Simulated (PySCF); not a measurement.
## Electronic structure of C2H6Cl2OSi2 in real space

```xyz
13

Cl    0.1266    1.3289    2.0474
C     0.3525    1.1115    0.2779
C    -0.9817    0.7011   -0.3406
Si   -1.1474   -1.1908   -0.1102
O     0.4662   -1.5428   -0.0620
Si    1.5733   -0.3611    0.0728
Cl    2.6299   -0.2321   -1.6170
H     0.6875    2.0832   -0.0864
H    -0.9400    0.9329   -1.4080
H    -1.7990    1.2872    0.0780
H    -1.6564   -1.8827   -1.2842
H    -1.6980   -1.5956    1.1746
H     2.3821   -0.6389    1.2401
```

Geometry: GFN2-xTB.

All numbers below come from PBE0/pcSseg-1, SCF density, gas phase, non-relativistic in PySCF.

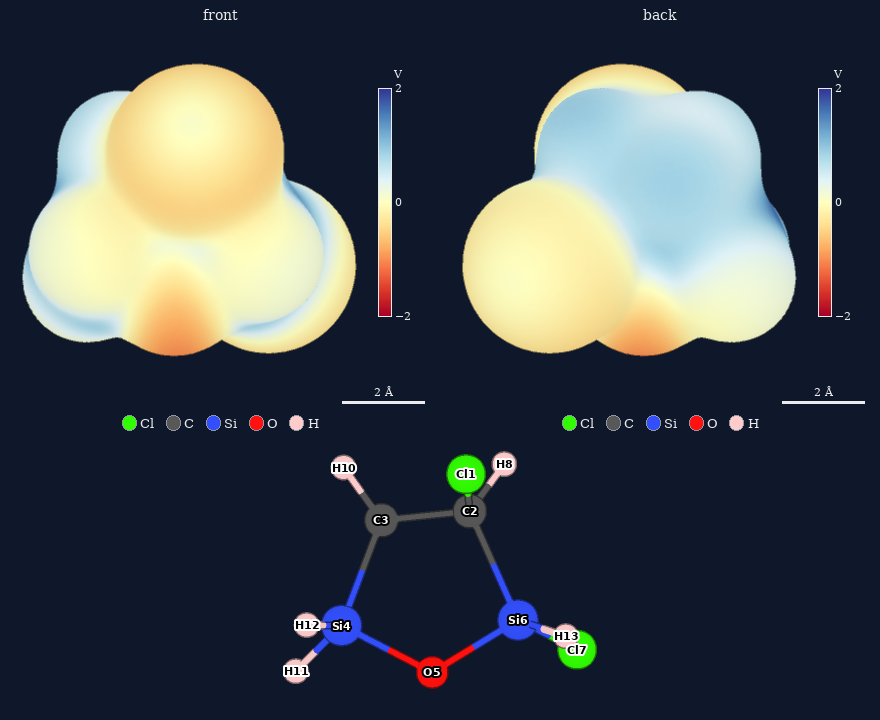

Figure 1. The electrostatic potential painted on the density surface at 0.001 e/bohr³, seen from the front and from behind; red is negative and blue positive. The bare structure is drawn below in the same view.

**Where is the surface potential most negative and most positive?**

The most negative region (about −1.0 V, or −23 kcal/mol for a unit charge) lies over O5, the most positive (about +1.5 V, or +35 kcal/mol for a unit charge) over Si4.

**How polar is the molecule by this calculation?**

Its dipole moment is 1.83 D.

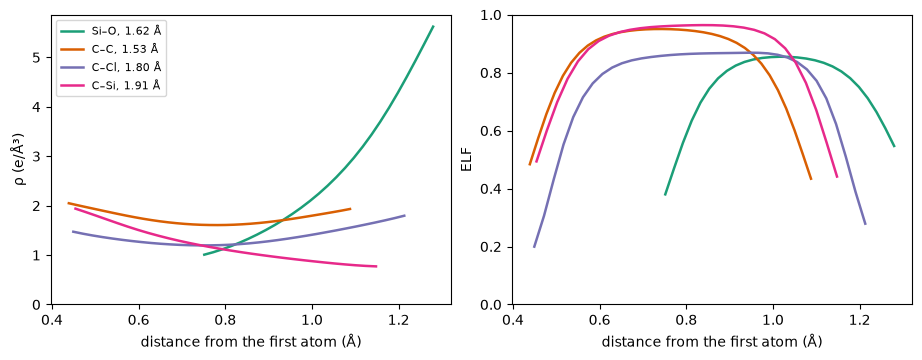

Figure 2. Electron density and ELF along straight lines between neighbouring atoms. The curves leave out the atomic cores.

**What kind of bonding do the profiles show?**

Si–O (1.62 Å): ρ at the midpoint is about 1.2 e/Å³; the ELF peaks at about 0.85 between the atoms (a short, strongly polar bond).
C–C (1.53 Å): ρ at the midpoint is about 1.6 e/Å³; the ELF peaks at about 0.95 between the atoms; localised, covalent bonding.
C–Cl (1.80 Å): ρ at the midpoint is about 1.3 e/Å³; the ELF peaks at about 0.85 between the atoms; a covalent bond.
C–Si (1.91 Å): the density is about 0.92 e/Å³ at the midpoint; the ELF peaks at about 0.95 between the atoms; localised, covalent bonding.
